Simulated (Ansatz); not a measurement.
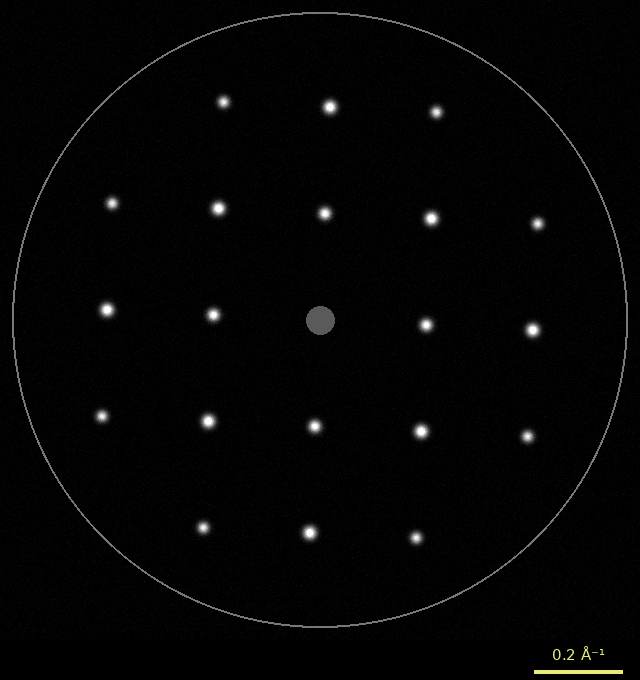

Simulated LEED pattern at 110 eV and normal incidence, from the upper face of a slab model. Spot positions follow from the surface net; brightness is a rough single-scattering estimate from the outer layers, good only for telling present from absent.

Question: Find the real-space surface cell from the pattern.

Answer: The spots form a square reciprocal net with shortest vectors 0.242 and 0.242 Å⁻¹ at 90.0°. The primitive real-space mesh has edges 4.13 and 4.13 Å at 90.0° (or its supplement) and area 17.0 Å².

The slab has composition CaZn2 (3 atoms a cell, 2.5 Å thick). Structure: the end point of a relaxation with Ansatz 0.2.0, DFT PBE, scalar-relativistic, plane waves, PAW; the starting structure was generated, so it need not be a known form of this composition.

```xyz
3
Lattice="4.1267 0.0000 0.0000 0.0000 4.1267 0.0000 0.0000 0.0000 29.6005" Properties=species:S:1:pos:R:3 pbc="T T T"
Ca    0.0000    0.0000    8.5000
Zn    2.0634    2.0634    9.7706
Zn    2.0634    2.0634    7.2294
```

Question: Which atoms form the outermost layer?

Answer: The highest atoms of the upper face (within 0.6 Å of the top) are Zn; the spot positions alone do not show this.
